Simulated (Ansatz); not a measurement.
# SiCl (doublet): inputs that go wrong at distance Si1–Cl2 = 2.510 Å

3 inputs are run for SiCl (doublet) as typed; the log has to tell whether the result can be used and what must change.

The runs use Ansatz 0.2.0, Gaussian basis; the settings change from run to run.

33 further runs of the same task are left out: 2 for a known fault of the program, 28 that didn't finish, 3 set aside as unsound or not needed. Runs told in other sessions of the task aren't counted.

## 1. The geometry

The geometry derives from a PBE0/def2-TZVP stationary point (not a proven minimum). One bond is set to the value named and the two fragments are kept rigid.

2 atoms, charge 0, spin multiplicity 2.

Atoms are counted from 1 here; the program's logs count them from 0.

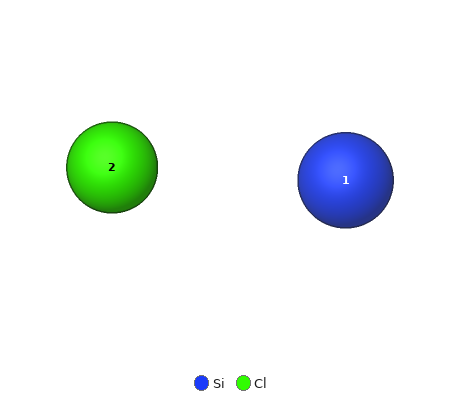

The structure; silicon blue, chlorine green; atoms are numbered from 1 in the order of the file.

## 2. Try 1

Contents of in.yaml:

```yaml
crystal:
  periodic: [false, false, false]
  atoms:
    - {symbol: Si, position_ang: [0.000000, 0.000000, 0.000000]}
    - {symbol: Cl, position_ang: [0.000000, 0.000000, 2.510000]}
basis:
  gaussian: {orbitals: 6-31G}
magnetization: {spin_polarized: false, initial_magnetization: 1}
correlation: {method: fic_mrcisd_q_relaxed, electrons: all, active_space: {window: {electrons: 1, orbitals: 3}, states: [{multiplicity: 2, weights: [1, 1, 0.5, 1]}], root: 2}}
```

Launch:

```bash
> ansatz run in.yaml --threads 1 --pin off --events-out ev --progress --plain --max-ram 2393MiB
```

The program printed:

```text
Functional definition: HF
  name "HF"
  cite "Fock, Z. Phys. 61, 126 (1930) doi:10.1007/BF01340294"
  parent pbe
  exchange = exact_x
  correlation = 0
496 factors; integrals over basis functions are off by at most 3.0e-8 eV
mean field evaluation 1: about -20362.1240 eV, gradient 1.4e1 eV
mean field evaluation 2: about -20362.1257 eV, gradient 1.4e1 eV
mean field evaluation 4: about -20363.2490 eV, gradient 9.0e-1 eV
mean field evaluation 8: about -20363.2609 eV, gradient 2.3e-3 eV
mean field evaluation 16: about -20363.2609 eV, gradient 2.8e-2 eV
mean field -20363.26086595 eV, -748.3360341096 hartree, gradient 2.7e-6 eV, S^2 0.750000; 2 other end points of the search recorded, 0 dependent functions left out
reference -20363.26086595 eV, -748.3360341096 hartree; 16, 15 occupied and 10, 11 virtual orbitals, 496 factors
Error: 4 states are sought, and the space of determinants holds 3 states of this symmetry and spin
```

It took 0.18 s on 1 thread of AMD EPYC 9R45, shared host.

**Diagnosis.** The run stopped with an error. It says: «4 states are sought, and the space of determinants holds 3 states of this symmetry and spin». Cure: ask for fewer states or enlarge the space.

## 3. Try 2

Contents of in.yaml:

```yaml
crystal:
  periodic: [false, false, false]
  atoms:
    - {symbol: Si, position_ang: [0.000000, 0.000000, 0.000000]}
    - {symbol: Cl, position_ang: [0.000000, 0.000000, 2.510000]}
basis:
  gaussian: {orbitals: 6-31G}
magnetization: {spin_polarized: false, initial_magnetization: 1}
hamiltonian: {xc: r2scan}
correlation: {active_space: {window: {electrons: 3, orbitals: 3}}}
```

The command is unchanged.

The program printed:

```text
Error: invalid value for `correlation.active_space`: it starts from restricted Hartree–Fock orbitals; set hamiltonian.xc: hf without magnetization.spin_polarized
```

It took 0.03 s on 1 thread of AMD EPYC 9R45, shared host.

What is wrong: The run was refused. An active space is asked on a functional's orbitals. Fix: start from Hartree-Fock.

## 4. Try 3

Contents of in.yaml:

```yaml
crystal:
  periodic: [false, false, false]
  atoms:
    - {symbol: Si, position_ang: [0.000000, 0.000000, 0.000000]}
    - {symbol: Cl, position_ang: [0.000000, 0.000000, 2.510000]}
basis:
  gaussian: {orbitals: STO-3G, fitting: {mean_field: def2-universal-jkfit}}
magnetization: {spin_polarized: false, initial_magnetization: 1}
correlation: {method: mp2, frozen_orbitals: {Si: 0}}
```

The command is unchanged.

The program printed:

```text
Functional definition: HF
  name "HF"
  cite "Fock, Z. Phys. 61, 126 (1930) doi:10.1007/BF01340294"
  parent pbe
  exchange = exact_x
  correlation = 0
Error: "frozen_orbitals" has no count for Cl
```

It took 0.03 s on 1 thread of AMD EPYC 9R45, shared host.

What is wrong: The run was refused. The frozen-orbital counts are incomplete or too large. Cure: leave frozen_orbitals out, or give each element a count that its core has.

## 5. How the runs ended

```
try                         level                ended                                                                                        cause    time
  1  MRCISD+Q(relaxed)(1,3)/6-31G  stopped by an error  4 states are sought, and the space of determinants holds 3 states of this symmetry and spin  0.18 s
  2             CASSCF(3,3)/6-31G              refused                                          an active space is asked on a functional's orbitals  0.03 s
  3            MP2 on ROHF/STO-3G              refused                                        the frozen-orbital counts are incomplete or too large  0.03 s
```

1 stopped by an error, 2 refused.
